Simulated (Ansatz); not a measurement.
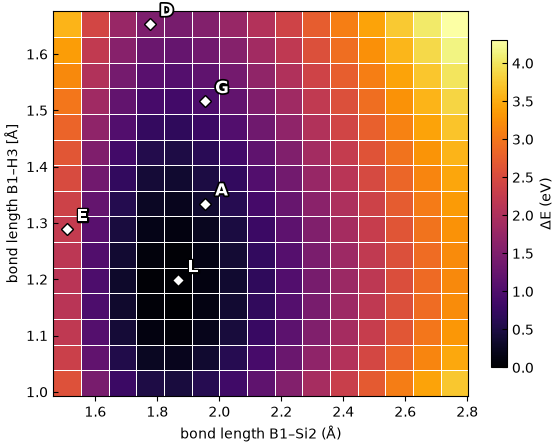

BH3Si, SMILES B=[SiH2]. Coordinates scanned: (1) bond length B1–Si2; (2) bond length B1–H3. Nothing is relaxed (all other coordinates rigid). Grid: 15 × 15 points. Points are written as (first, second). Energies: eV, counted from the lowest grid point. The reference is spin-restricted, which grows unreliable where a bond is stretched far. Method: RKS r2SCAN-D4/def2-TZVP (Ansatz).

Drawn: one coloured cell a grid point, lettered points.

> What kind of point is each of A, G, L: minimum, saddle, maximum or slope?

A: on a slope; G: on a slope; L: minimum. (In these two coordinates alone; a stationary point may lie a little off the grid point.)

> Rank the lettered points by energy, lowest first.

L (0.00 eV), A (0.35 eV), G (0.98 eV), D (1.48 eV), E (2.25 eV).
